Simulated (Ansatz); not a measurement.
# GeH2Cl− (SMILES [Cl][GeH2-]): HF/STO-3G

Aim: the energy change on altering one bond length of GeH2Cl− at HF/STO-3G, from 2 runs. 

The results are computed with Ansatz 0.2.0.

6 further runs of the same task are left out: 5 that didn't finish, 1 set aside as unsound or not needed.

## (1) The system as given

GeH2Cl−: 4 atoms, total charge -1, spin state singlet. As SMILES, `[Cl][GeH2-]`. Geometry: a GFN2-xTB relaxation, a rough one for these elements and not checked as a minimum.

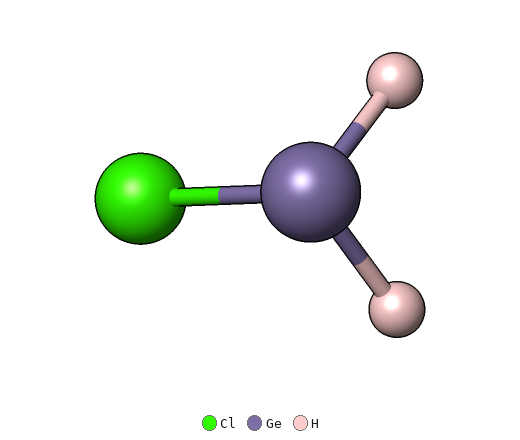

Viewed from a chosen angle; chlorine green, germanium purple, hydrogen pink.

## (2) A single-point energy at HF/STO-3G

run.yaml reads:

```yaml
crystal:
  periodic: [false, false, false]
  atoms:
    - {symbol: Cl, position_ang: [-1.566020, 0.389730, 1.014420]}
    - {symbol: Ge, position_ang: [0.036260, -0.806600, -0.163840]}
    - {symbol: H, position_ang: [0.151880, 0.384060, -1.448900]}
    - {symbol: H, position_ang: [1.377880, 0.032810, 0.598330]}
basis:
  gaussian:
    orbitals: STO-3G
total_charge: -1
hamiltonian:
  xc: hf
accuracy: high
```

Started as:

```
$ ansatz run run.yaml --threads 1 --pin off --max-ram 2610MiB --events-out events.jsonl --progress --plain --runs-dir runs
```

Standard output:

```text
Warning: RAYON_NUM_THREADS=1 ignored (pool sized by the plan → 1); use --threads N
Functional definition: HF
  name "HF"
  exchange = exact_x
  correlation = 0
419 factors; integrals over basis functions are off by at most 4.7e-9 eV
mean field evaluation 1: about -68228.8264 eV, gradient 7.5e0 eV
mean field evaluation 2: about -68228.8630 eV, gradient 7.5e0 eV
mean field evaluation 4: about -68229.2360 eV, gradient 5.6e-1 eV
mean field evaluation 8: about -68229.2390 eV, gradient 9.7e-7 eV
mean field -68229.23897030 eV, -2507.3782847192 hartree, gradient 6.3e-8 eV, S^2 0.000000; 0 other end points of the search recorded, 0 dependent functions left out
reference -68229.23897030 eV, -2507.3782847192 hartree; 26, 26 occupied and 3, 3 virtual orbitals, 419 factors
Total energy: -68229.23897030 eV, -2507.3782847192 hartree
```

Wall time 0.76 s (1 thread of Arm Neoverse V1, shared host).

## (3) The distorted shape

run.yaml reads:

```yaml
crystal:
  periodic: [false, false, false]
  atoms:
    - {symbol: Cl, position_ang: [-1.966600, 0.688820, 1.308992]}
    - {symbol: Ge, position_ang: [0.036260, -0.806600, -0.163840]}
    - {symbol: H, position_ang: [0.151880, 0.384060, -1.448900]}
    - {symbol: H, position_ang: [1.377880, 0.032810, 0.598330]}
basis:
  gaussian:
    orbitals: STO-3G
accuracy: high
total_charge: -1
hamiltonian:
  xc: hf
```

Started as:

```
$ ansatz run run.yaml --threads 1 --pin off --max-ram 2610MiB --events-out events.jsonl --progress --plain --runs-dir runs
```

Standard output:

```text
Warning: RAYON_NUM_THREADS=1 ignored (pool sized by the plan → 1); use --threads N
[... 4 set-up lines as earlier in the session ...]
406 factors; integrals over basis functions are off by at most 8.7e-9 eV
mean field evaluation 1: about -68227.4385 eV, gradient 8.5e0 eV
mean field evaluation 2: about -68227.4659 eV, gradient 8.4e0 eV
mean field evaluation 4: about -68228.0581 eV, gradient 5.9e-1 eV
mean field evaluation 8: about -68228.0602 eV, gradient 1.2e-5 eV
mean field -68228.06022805 eV, -2507.3349667405 hartree, gradient 9.7e-9 eV, S^2 0.000000; 0 other end points of the search recorded, 0 dependent functions left out
reference -68228.06022805 eV, -2507.3349667405 hartree; 26, 26 occupied and 3, 3 virtual orbitals, 406 factors
Total energy: -68228.06022805 eV, -2507.3349667405 hartree
```

It took 0.2 s on 1 thread of Arm Neoverse V1, shared host.

## (4) Summary of results

At HF/STO-3G:

| quantity | value |
| --- | --- |
| first shape: total energy | -2507.37828 Eh |
| distorted shape: total energy | -2507.33497 Eh |
| energy change with the Cl1–Ge2 bond stretched from 2.321 to 2.901 Å | 1.179 eV |

What this shows: With the Cl1–Ge2 bond stretched from 2.321 to 2.901 Å the energy rises by 1.18 eV (114 kJ/mol). The first shape isn't relaxed at this level, so the change isn't measured from a minimum. The minimal basis adds a large error of its own.
